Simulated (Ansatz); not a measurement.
# BrCl2FSi (SMILES F[Si](Cl)(Cl)Br): what the fields show

Input

```
crystal:
  periodic: [false, false, false]
  atoms:
    - { symbol: F, position_ang: [1.1182, -0.9567, 0.9848] }
    - { symbol: Si, position_ang: [0.0533, -0.0741, 0.0611] }
    - { symbol: Cl, position_ang: [-1.6272, 0.4507, 1.1337] }
    - { symbol: Cl, position_ang: [-0.5513, -1.2181, -1.4813] }
    - { symbol: Br, position_ang: [1.0569, 1.7247, -0.7398] }
basis:
  gaussian:
    orbitals: def2-SVP
hamiltonian:
  xc: pbe
output:
  orbitals: {}
  forces: true
```

Run with:

```sh
python brcl2fsi.py
```

Not at a stationary point (largest force 1.3 eV/Å).

These are results of Ansatz, SCF PBE, Gaussian basis, not measurements.

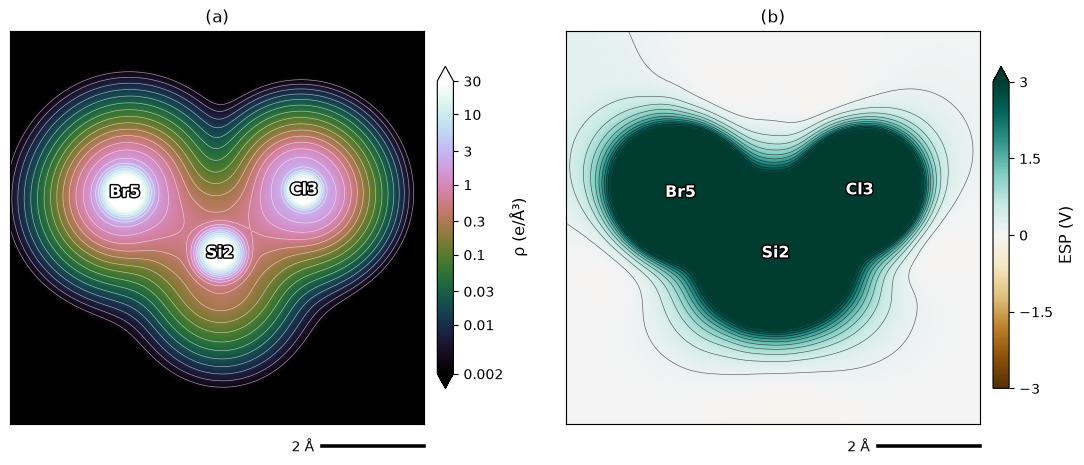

Figure 1. (a) total electron density; (b) molecular electrostatic potential on the plane of atoms Cl3, Si2 and Br5.

### What do the fields say about this system?

- The section cuts through Si, Cl and Br sites.
- Si–Br (2.21 Å): ρ is about 0.78 e/Å³ halfway.
- Si–Cl (2.06 Å): ρ at the midpoint is about 0.86 e/Å³.
- The potential has no marked negative region in this plane.

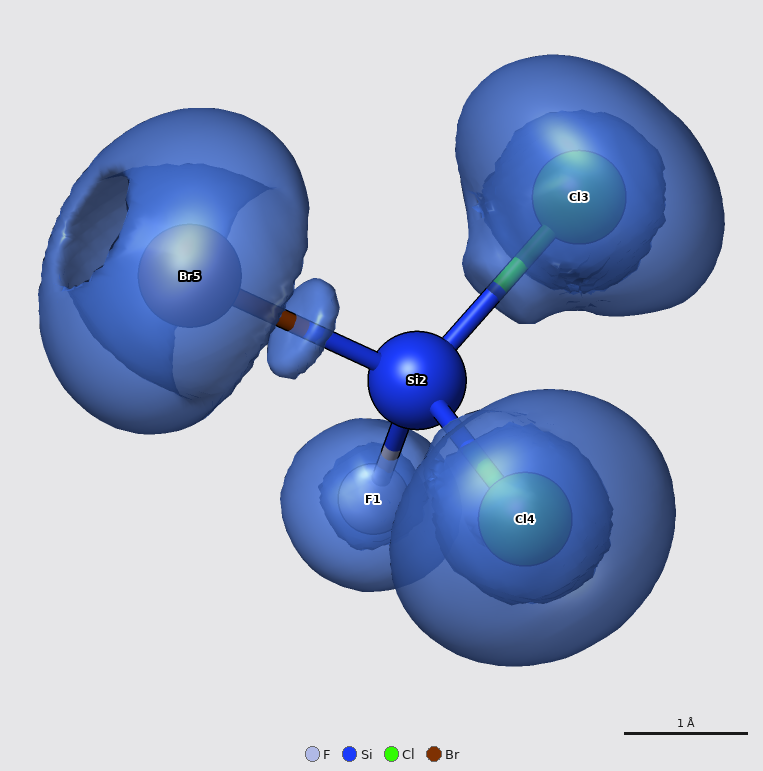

Figure 2. Isosurface of the ELF at 0.8 (blue), seen at a tilt. Only the valence region is drawn (cores and ρ < 0.01 e/Å³ removed).

### What do the ELF domains correspond to?

The ELF exceeds this value in one region between bonded Br–Si atoms (shared pairs), two regions on Cl in which the atom's valence shell and bonds are merged, one ring or bowl of non-bonding electrons around Br and one region wrapped around F (its lone pairs, merged into a ring or cap). Along the contacts the grid gives the following. Si–F (1.66 Å): the ELF peaks at about 0.80 in the valence shell of F, 0.6 Å from its nucleus, and is about 0.50 at the midpoint. Si–Cl (2.01 Å): the ELF peaks at about 0.85 between the atoms; a shared but strongly polarised pair.

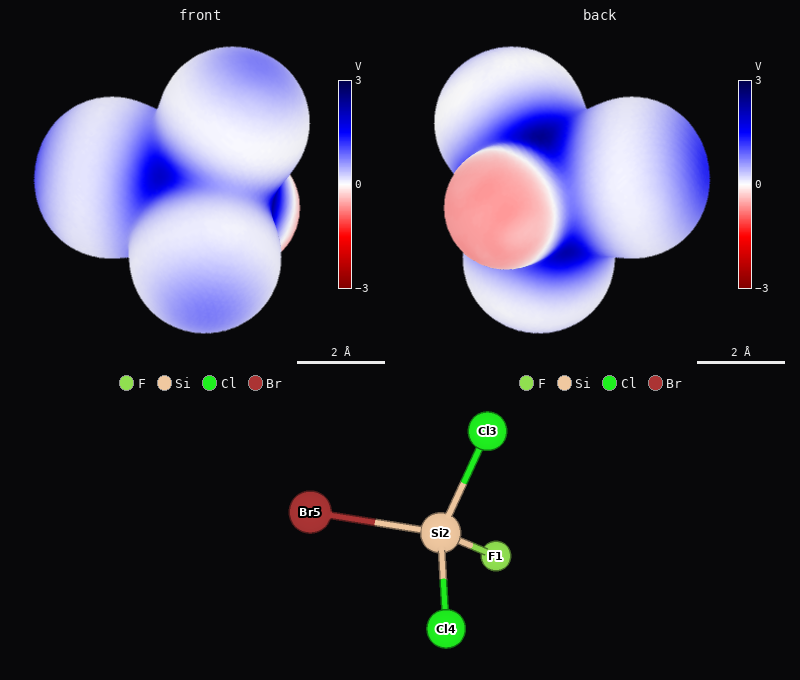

Figure 3. The electrostatic potential painted on the density surface at 0.004 e/bohr³, seen from the front and from behind; red is negative and blue positive. The bare structure is drawn below in the same view.

### Which sites attract a positive test charge, and which a negative one?

A positive charge is drawn to the negative regions and a negative charge to the positive ones. The most negative region (about −0.6 V) lies over F1, the most positive (about +2.2 V) over Si2. Cl3 shows a σ-hole: about +0.7 V at the tip opposite its bond, against about +0.1 V on its flanks. Cl4 shows a σ-hole: about +0.7 V at the tip opposite its bond, against about +0.1 V on its flanks. Br5 shows a σ-hole: about +1.3 V at the tip opposite its bond, against about +0.1 V on its flanks.
